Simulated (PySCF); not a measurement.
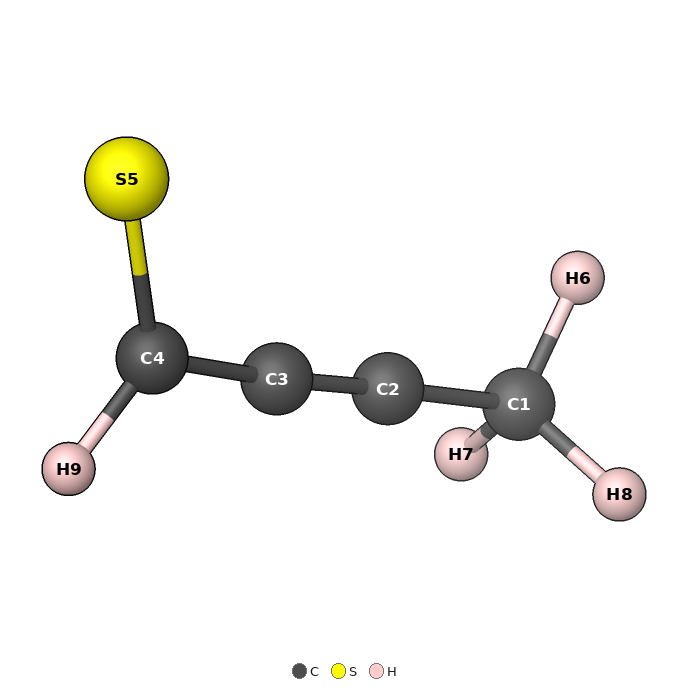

The geometry was computed by an optimisation with GFN2-xTB. No frequency run is at hand to confirm it as a minimum. Level of theory: delta-SCF UKS SCAN, pcX-2 on the ionised atom, pcseg-1 elsewhere, spin-free X2C (PySCF 2.14.0).

Give the core-electron binding energies (to vacuum; p and d levels without spin–orbit splitting) of C1 1s, C2 1s, C3 1s, C4 1s, S5 1s, S5 2p.

```csv
atom,level,binding energy (eV)
C1,1s,292.0
C2,1s,290.8
C3,1s,290.6
C4,1s,292.2
S5,1s,2476.2
S5,2p,168.9
```
